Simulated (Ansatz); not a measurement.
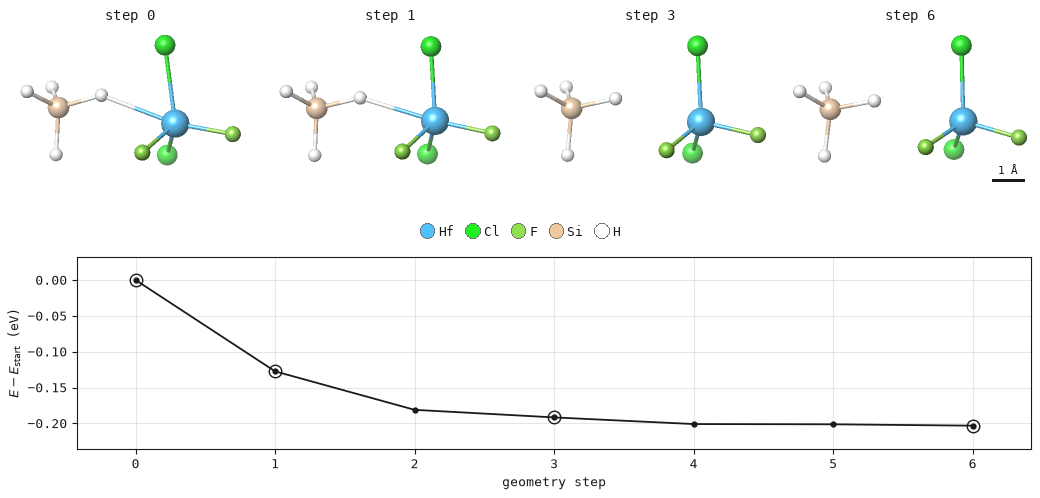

Frames of a relaxation of HfSiH$_{4}$Cl$_{2}$F$_{2}$, marked on the history of the run. Style: ball-and-stick. Shown at a tilt.

The run prepares an end point of a later path (reaction) calculation, from a guessed geometry.

Computed with RHF/def2-SVP (Ansatz 0.2.0).

Input file:
```yaml
crystal:
  periodic: [false, false, false]
  atoms:
    - { symbol: Hf, position_ang: [-0.128754, -0.310423, 0.03638] }
    - { symbol: Cl, position_ang: [-0.275361, -0.5157, 2.496608] }
    - { symbol: Cl, position_ang: [2.066896, -0.466856, -0.852688] }
    - { symbol: F, position_ang: [-1.047681, 1.216076, -0.625251] }
    - { symbol: F, position_ang: [-1.072553, -1.784103, -0.691887] }
    - { symbol: Si, position_ang: [1.755895, 2.727272, 1.34861] }
    - { symbol: H, position_ang: [3.02933, 2.410163, 2.023358] }
    - { symbol: H, position_ang: [1.985702, 3.080158, -0.06592] }
    - { symbol: H, position_ang: [1.043437, 3.813084, 2.051346] }
    - { symbol: H, position_ang: [0.906389, 1.52093, 1.417543] }
basis:
  gaussian: { orbitals: def2-SVP }
hamiltonian:
  xc: hf
relax:
  f_tol: 0.03
  max_steps: 50
```

Launched with:
```bash
ansatz run input.yaml --threads 2 --pin off --max-ram 3072MiB --backend cpu --events-out ev --progress --plain --runs-dir out
```

### Describe the path.

The atom that moves furthest after the best rigid fit is Cl2 (0.52 Å). By element the largest moves are Cl 0.52 Å, H 0.37 Å, Hf 0.27 Å, Si 0.26 Å, F 0.24 Å. Some distances before and after: Hf1–H10 2.517 → 2.906 Å, Hf1–Cl2 2.473 → 2.371 Å, Si6–H10 1.477 → 1.486 Å. Over 6 geometry steps the energy falls by 0.203 eV. Largest force component: 1.4 eV/Å at the start, 0.014 eV/Å at the end. From step 0 to 1: Cl2 moves most (0.19 Å), energy −0.127 eV. From step 1 to 3: H8 moves most (0.23 Å), energy −0.064 eV. From step 3 to 6: Cl atoms move most (0.12 Å), energy −0.012 eV.

```csv
step,"E − E(0), eV","largest force component, eV/Å"
0,0.0000,1.3983
1,-0.1274,0.9578
2,-0.1812,0.1784
3,-0.1917,0.1076
4,-0.2010,0.0961
5,-0.2013,0.0578
6,-0.2033,0.0136
```

Limits of the set-up: Hartree-Fock leaves out electron correlation.
